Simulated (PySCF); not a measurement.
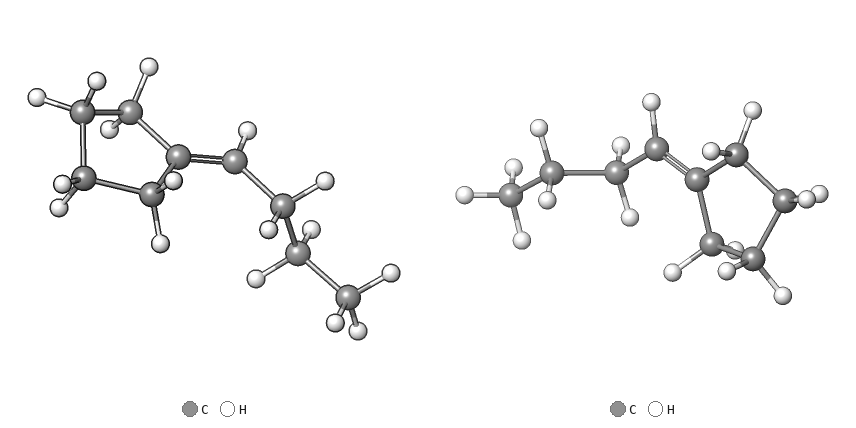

Two views of one molecule.

The computed structure is the end point of a PBE0-D3(BJ)/def2-SVP optimisation. No frequency run is at hand to confirm it as a minimum.

Count the atoms of each element.

Answer. C₉H₁₆, 25 atoms: 9 carbon and 16 hydrogen.

What is its SMILES?

Answer. CCCC=C1CCCC1

Which point group does it belong to?

Answer. C1.

Describe its rings.

Answer. Independent rings (smallest set): 1 of 5 members.

How many bonds of each kind are drawn?

Answer. 16 C–H, 9 C–C.

More results for the same structure follow; atom numbers are the same in all pictures, views and colours differ.

### NMR shielding

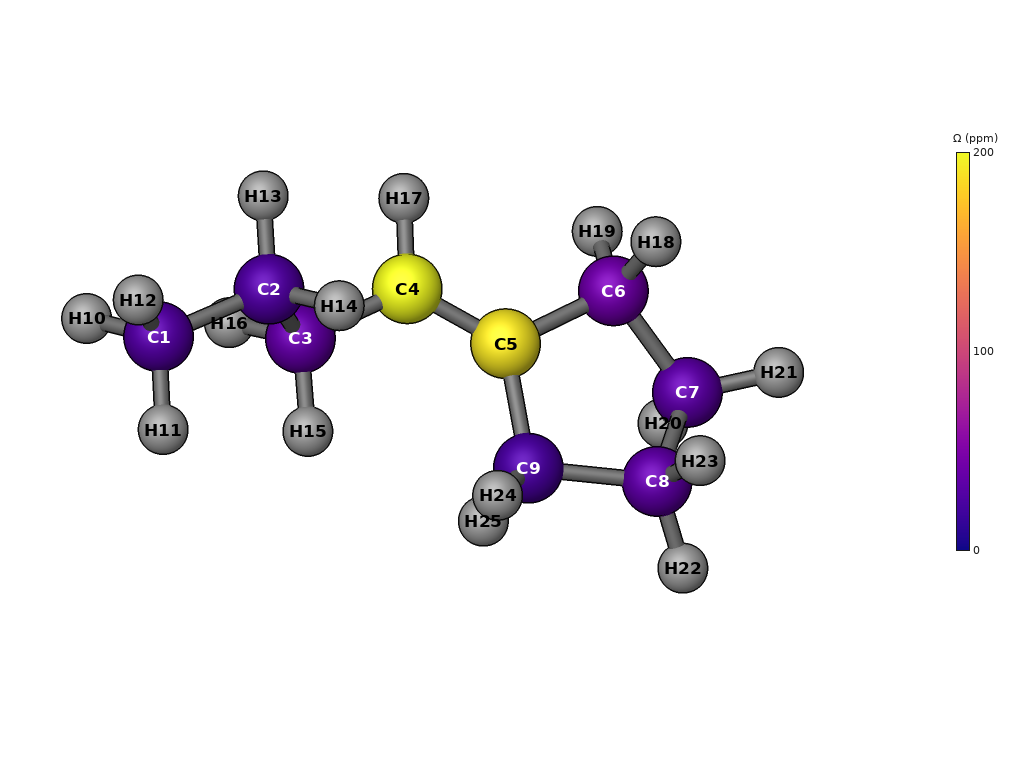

The C atoms are coloured by the span of their shielding tensor. No frequency run is at hand to confirm it as a minimum. Level of theory: GIAO PBE0/pcSseg-1 NMR shielding, non-relativistic, IEF-PCM tetrahydrofuran (PySCF 2.14.0). Principal shieldings σ11 ≤ σ22 ≤ σ33, span Ω = σ33 − σ11, skew κ = 3(σiso − σ22)/Ω.

Give the shielding tensors of the C atoms.

```csv
atom,σ11,σ22,σ33,σiso,Ω,κ
C1,157.7,161.1,186.6,168.5,29.0,0.76
C2,144.8,156.9,172.2,157.9,27.4,0.12
C3,130.0,148.6,167.3,148.7,37.2,0.00
C4,−54.0,74.9,145.5,55.5,199.5,−0.29
C5,−70.8,49.5,119.9,32.9,190.7,−0.26
C6,124.4,152.9,166.9,148.1,42.5,−0.34
C7,134.9,163.0,168.3,155.4,33.4,−0.68
C8,134.0,163.0,168.9,155.3,34.9,−0.66
C9,139.7,155.5,164.5,153.2,24.8,−0.27
```

Shieldings and span in ppm.

### Electronic properties

No frequency run is at hand to confirm it as a minimum. Method: PBE0/pcSseg-1 in dichloromethane (IEF-PCM) (PySCF 2.14.0).

What does the calculation give?

- dipole moment: 0.41 D
- HOMO energy (Kohn–Sham orbital): −6.51 eV
- LUMO energy (Kohn–Sham orbital): 0.48 eV
- HOMO–LUMO gap: 6.99 eV

### Bond orders

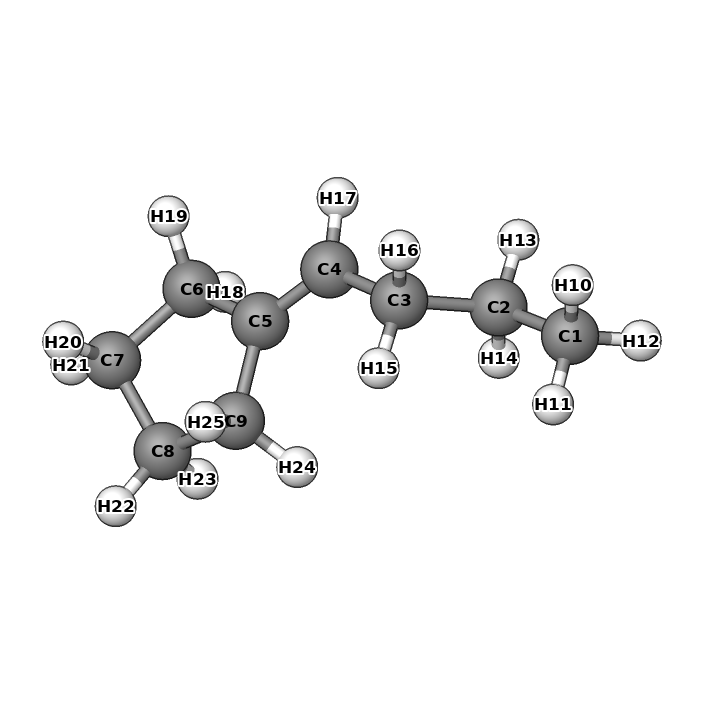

Every bond is drawn as one stick. No frequency run is at hand to confirm it as a minimum. Level of theory: PBE0/pcSseg-1 in dichloromethane (IEF-PCM) (PySCF 2.14.0).

Which bond between heavy atoms has the highest Mayer bond order?

Answer. C4–C5, 1.90, at a length of 1.338 Å.

List the Mayer bond orders of C1–C2, C2–C3, C3–C4, C4–C5, C5–C6, C5–C9, C6–C7, C7–C8, C8–C9 (bonds between heavy atoms, one of each equivalent set).

```json
{"bond": "C1–C2", "Mayer order": "1.06", "length (Å)": "1.520"}
{"bond": "C2–C3", "Mayer order": "1.01", "length (Å)": "1.530"}
{"bond": "C3–C4", "Mayer order": "1.07", "length (Å)": "1.496"}
{"bond": "C4–C5", "Mayer order": "1.90", "length (Å)": "1.338"}
{"bond": "C5–C6", "Mayer order": "1.02", "length (Å)": "1.515"}
{"bond": "C5–C9", "Mayer order": "1.01", "length (Å)": "1.517"}
{"bond": "C6–C7", "Mayer order": "1.02", "length (Å)": "1.530"}
{"bond": "C7–C8", "Mayer order": "1.03", "length (Å)": "1.528"}
{"bond": "C8–C9", "Mayer order": "1.03", "length (Å)": "1.532"}
```
